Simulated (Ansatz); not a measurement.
The compound is TiO₂ (space group P4_2/mnm, No. 136), taken as coordinates from a relaxation with DFT, PBE, plane waves, PAW (Ansatz); the starting structure was generated, so it need not be a known form of this composition.

```cif
data_structure
_symmetry_space_group_name_H-M 'P4_2/mnm'
_symmetry_Int_Tables_number 136
_cell_length_a 4.6433
_cell_length_b 4.6433
_cell_length_c 2.9641
_cell_angle_alpha 90.000
_cell_angle_beta 90.000
_cell_angle_gamma 90.000
_cell_volume 63.91
loop_
_atom_site_label
_atom_site_type_symbol
_atom_site_symmetry_multiplicity
_atom_site_Wyckoff_symbol
_atom_site_fract_x
_atom_site_fract_y
_atom_site_fract_z
_atom_site_occupancy
Ti1 Ti 2 a 0.00000 0.00000 0.00000 1
O1 O 4 f 0.30513 0.30513 0.00000 1
```

Describe how the polyhedra about Ti are linked (bonds: O–Ti below 2.3 Å).

Ti: TiO6 octahedron, sharing corners with eight neighbours and edges with two neighbours.

They form a three-dimensional framework of corner- and edge-sharing octahedra.

Centre to centre across a shared corner: 3.60 Å; across a shared edge: 2.96 Å.

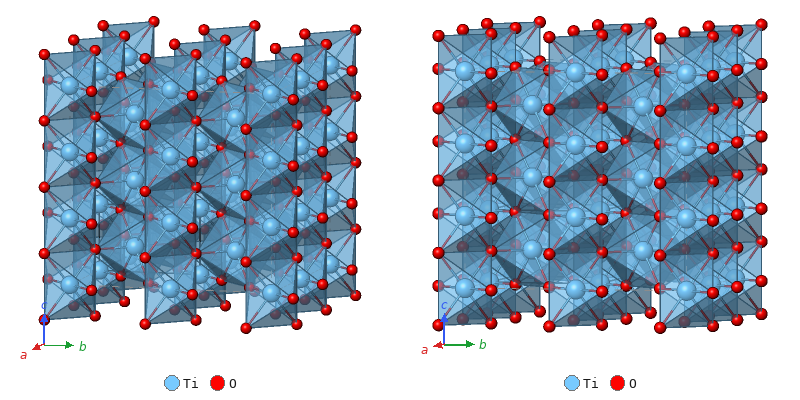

Polyhedra are drawn about Ti (bonds: O–Ti below 2.3 Å); other atoms are plain spheres. Two views of the same piece.
